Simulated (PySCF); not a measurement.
```xyz
6

W    -0.0582    0.0006   -0.4943
C     0.1610    0.0010    1.2246
H     0.3024    0.0004    2.3081
Cl    2.0593    0.0007   -1.3098
Cl   -1.2283    1.9030   -0.8862
Cl   -1.2288   -1.9016   -0.8855
```

Geometry: PBE0-D3(BJ)/def2-SVP; core potentials replace the inner electrons of W.

Theory: PySCF, DFT single point, gas phase, functional PBE0.

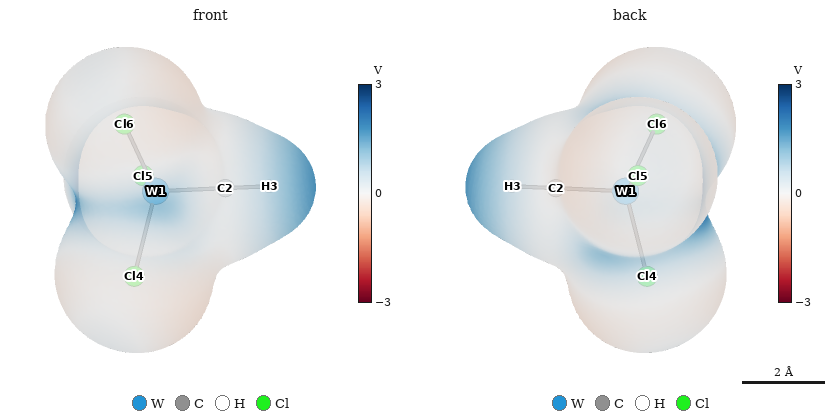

CHCl3W (W(CH)Cl3). The molecular electrostatic potential painted on the density surface at 0.002 e/bohr³, seen from the front and from behind; the colour scale runs from red (negative) to blue (positive).

> Where is the surface potential most negative and most positive?

The most negative region (about −0.3 V) lies over Cl4, Cl5 and Cl6, the most positive (about +2.7 V) over W1.

> What dipole moment does the calculation give?

Its dipole moment is 0.84 D.
